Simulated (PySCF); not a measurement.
# C4H5Cl2F: magnetic properties

Wanted: magnetic properties for C4H5Cl2F (`C=CC(Cl)(Cl)CF`).

Programs: PySCF 2.14.0, with routines of our own; each step states its level. All values are computed. Atoms count from 0.

## Step 1: The system as given

12 atoms, charge 0, multiplicity 1; geometry from: GFN2-xTB.

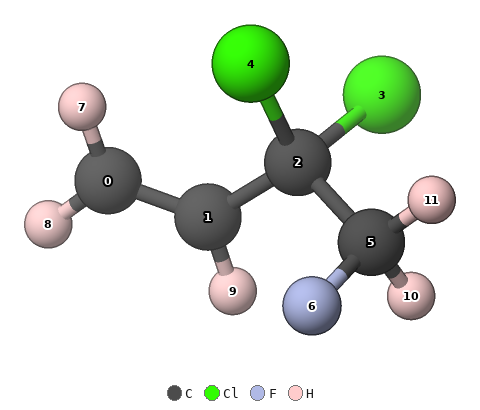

The starting geometry (carbon dark grey, chlorine green, fluorine light blue, hydrogen pink).

## Step 2: Magnetic properties: GIAO B3LYP/pcSseg-1

Job settings and geometry (Å):

```
{"job": {"kind": "mag", "xc": "B3LYP", "basis": "pcSseg-1", "isotopologues": 2}, "charge": 0, "multiplicity": 1}
C      1.889506     0.801405     0.224639
C      0.797804     0.278302    -0.300619
C     -0.220862    -0.526982     0.436080
Cl     0.075272    -2.269455     0.066779
Cl    -0.116945    -0.319372     2.199343
C     -1.648882    -0.234344    -0.023054
F     -1.913331     1.101695     0.082462
H      2.126580     0.703287     1.270134
H      2.583700     1.355806    -0.381459
H      0.578386     0.382014    -1.354455
H     -1.771639    -0.507493    -1.076687
H     -2.378392    -0.765549     0.595528
```

Method: GIAO B3LYP/pcSseg-1 magnetisability, rotational g tensor and spin-rotation constants, non-relativistic, gas phase.

Started as:

```sh
> OMP_NUM_THREADS=1 python excited_run.py task.json out
```

One launch serves the whole session: the jobs run in the order shown.

Output:

```text
coarse grid: 11784 points
cycle   1  E = -1175.4794666478  dE =  8.205e-01  |g| = 6.458e-01  |ddm| = 3.166e+00
cycle   2  E = -1175.3290055814  dE =  1.505e-01  |g| = 1.107e+00  |ddm| = 1.485e+00
cycle   3  E = -1175.5603617501  dE = -2.314e-01  |g| = 1.184e-01  |ddm| = 1.030e+00
cycle   4  E = -1175.5631633780  dE = -2.802e-03  |g| = 5.879e-02  |ddm| = 1.613e-01
cycle   5  E = -1175.5639518191  dE = -7.884e-04  |g| = 1.881e-02  |ddm| = 5.900e-02
cycle   6  E = -1175.5640260413  dE = -7.422e-05  |g| = 3.126e-03  |ddm| = 1.604e-02
cycle   7  E = -1175.5640282153  dE = -2.174e-06  |g| = 1.097e-03  |ddm| = 4.034e-03
final grid: 106792 points
cycle   8  E = -1175.6117151389  dE = -2.642e-05  |g| = 6.556e-03  |ddm| = 2.374e-02
cycle   9  E = -1175.6117051894  dE =  9.950e-06  |g| = 9.549e-03  |ddm| = 1.320e-02
cycle  10  E = -1175.6117246421  dE = -1.945e-05  |g| = 1.144e-03  |ddm| = 8.619e-03
cycle  11  E = -1175.6117249165  dE = -2.744e-07  |g| = 2.918e-04  |ddm| = 1.241e-03
cycle  12  E = -1175.6117249332  dE = -1.677e-08  |g| = 1.399e-04  |ddm| = 3.223e-04
cycle  13  E = -1175.6117249379  dE = -4.643e-09  |g| = 2.123e-05  |ddm| = 1.192e-04
cycle  14  E = -1175.6117249380  dE = -1.112e-10  |g| = 4.761e-06  |ddm| = 2.650e-05
converged SCF energy = -1175.6117249380

Magnetisability tensor (1e-30 J/T^2)
    -1180.49       94.20       28.92
       94.20    -1450.36      -64.60
       28.92      -64.60    -1223.58
isotropic -1284.81   principal values   -1498.02  -1206.70  -1149.71
isotropic susceptibility -77.373 1e-6 cm^3/mol

Inertial axes            a          b          c
rot. const./GHz      1.7732     1.5224     1.3798
chi total           -88.547    -70.715    -72.857
chi diamagnetic    -756.282   -809.097   -905.623
chi paramagnetic    667.735    738.382    832.766
quadrupole/D A      -10.594      7.614      2.979
g nuclear            0.5546     0.5062     0.5232
g electronic        -0.5563    -0.5281    -0.5398
g total             -0.0017    -0.0219    -0.0167

Spin-rotation constants (kHz, H = +C I.J)
atom  isotope        aa         bb         cc
  3   35Cl        0.296      0.664      0.612
  4   35Cl        0.628      0.603      0.201
  6    19F        0.813      0.440      0.869
  7     1H       -0.203     -0.077      0.072
  8     1H       -0.207     -0.052      0.035
  9     1H       -0.211     -0.108      0.097
 10     1H       -0.198     -0.065      0.013
 11     1H       -0.203     -0.046      0.003
  0    13C*       0.239      0.523      0.655
  1    13C*       0.322      0.515      0.712
  2    13C*       0.468      0.454      0.358
  5    13C*       0.399      0.436      0.393
* in the singly substituted isotopologue

Isotopologues: g along a, b, c
2H    at 7,8,9,10,11       -0.0027    -0.0205    -0.0153
13C   at 0                 -0.0017    -0.0220    -0.0163
```

Wall time 21 s (1 thread of Arm Neoverse V2, shared host); peak memory 0.81 GiB.

From this job:

| quantity | value |
| --- | --- |
| magnetisability | -1285·10⁻³⁰ J/T² |
| molar susceptibility | -77.4·10⁻⁶ cm³/mol |
| rotational g (a, b, c) | -0.0017, -0.0219, -0.0167 |

## Step 3: Magnetic properties: GIAO CAM-B3LYP/6-31G*

The job, as its differences from that of step 2:

```diff
@@ -1,2 +1,2 @@
-{"job": {"kind": "mag", "xc": "B3LYP", "basis": "pcSseg-1", "isotopologues": 2}, "charge": 0, "multiplicity": 1}
+{"job": {"kind": "mag", "xc": "CAM-B3LYP", "basis": "6-31G*", "scf": {"conv": 1e-08}}, "charge": 0, "multiplicity": 1}
 C      1.889506     0.801405     0.224639
```

With the program's defaults for keys left out, this is: GIAO CAM-B3LYP/6-31G* magnetisability, rotational g tensor and spin-rotation constants, non-relativistic, gas phase.

Output:

```text
final grid: 106792 points
cycle   1  E = -1175.3754423313  dE =  1.031e+00  |g| = 7.341e-01  |ddm| = 3.288e+00
cycle   2  E = -1175.2944121692  dE =  8.103e-02  |g| = 1.016e+00  |ddm| = 1.549e+00
cycle   3  E = -1175.4967314838  dE = -2.023e-01  |g| = 5.691e-02  |ddm| = 9.011e-01
cycle   4  E = -1175.4973251031  dE = -5.936e-04  |g| = 3.811e-02  |ddm| = 9.641e-02
cycle   5  E = -1175.4976788033  dE = -3.537e-04  |g| = 9.488e-03  |ddm| = 4.128e-02
cycle   6  E = -1175.4977010765  dE = -2.227e-05  |g| = 2.143e-03  |ddm| = 1.179e-02
cycle   7  E = -1175.4977024405  dE = -1.364e-06  |g| = 5.928e-04  |ddm| = 3.625e-03
cycle   8  E = -1175.4977025621  dE = -1.217e-07  |g| = 2.120e-04  |ddm| = 1.292e-03
cycle   9  E = -1175.4977025749  dE = -1.278e-08  |g| = 5.647e-05  |ddm| = 3.723e-04
cycle  10  E = -1175.4977025759  dE = -1.003e-09  |g| = 2.184e-05  |ddm| = 1.083e-04
converged SCF energy = -1175.4977025759

Magnetisability tensor (1e-30 J/T^2)
    -1174.23       95.01       26.95
       95.01    -1440.83      -64.81
       26.95      -64.81    -1212.87
isotropic -1275.98   principal values   -1488.95  -1195.78  -1143.20
isotropic susceptibility -76.841 1e-6 cm^3/mol

Inertial axes            a          b          c
rot. const./GHz      1.7732     1.5224     1.3798
chi total           -88.060    -70.298    -72.166
chi diamagnetic    -754.837   -807.230   -903.759
chi paramagnetic    666.776    736.932    831.594
quadrupole/D A      -10.119      7.374      2.744
g nuclear            0.5546     0.5062     0.5232
g electronic        -0.5554    -0.5271    -0.5391
g total             -0.0009    -0.0208    -0.0159

Spin-rotation constants (kHz, H = +C I.J)
atom  isotope        aa         bb         cc
  3   35Cl        0.254      0.592      0.543
  4   35Cl        0.560      0.537      0.174
  6    19F        0.729      0.282      0.687
  7     1H       -0.209     -0.085      0.065
  8     1H       -0.213     -0.058      0.028
  9     1H       -0.213     -0.113      0.090
 10     1H       -0.203     -0.070      0.008
 11     1H       -0.208     -0.050     -0.001
  0    13C*       0.198      0.467      0.583
  1    13C*       0.271      0.453      0.629
  2    13C*       0.398      0.389      0.312
  5    13C*       0.350      0.384      0.347
* in the singly substituted isotopologue
```

It took 20 s on 1 thread of Arm Neoverse V2, shared host; peak memory 0.59 GiB.

Key values:

| quantity | value |
| --- | --- |
| magnetisability | -1276·10⁻³⁰ J/T² |
| molar susceptibility | -76.8·10⁻⁶ cm³/mol |
| rotational g (a, b, c) | -0.0009, -0.0208, -0.0159 |

## Step 4: Magnetic properties side by side

| level | ξ (10⁻³⁰ J/T²) | g(a) | g(b) | gap (eV) | functions | time |
| --- | --- | --- | --- | --- | --- | --- |
| GIAO B3LYP/pcSseg-1 | -1285 | -0.0017 | -0.0219 | 6.71 | 158 | 21 s |
| GIAO CAM-B3LYP/6-31G* | -1276 | -0.0009 | -0.0208 | 9.79 | 116 | 20 s |

## Step 5: What came out

| quantity | value |
| --- | --- |
| magnetisability (step 2, GIAO B3LYP/pcSseg-1) | -1285·10⁻³⁰ J/T² |
| molar susceptibility (step 2, GIAO B3LYP/pcSseg-1) | -77.4·10⁻⁶ cm³/mol |
| rotational g (a, b, c) (step 2, GIAO B3LYP/pcSseg-1) | -0.0017, -0.0219, -0.0167 |
| magnetisability over the levels | -1285 to -1276·10⁻³⁰ J/T² |

What this shows: The magnetisability spreads by 0.7 % over 2 levels of like cost. Two levels can agree by chance, so this spread shows no convergence. Vibrational averaging and real surroundings are missing from these values.
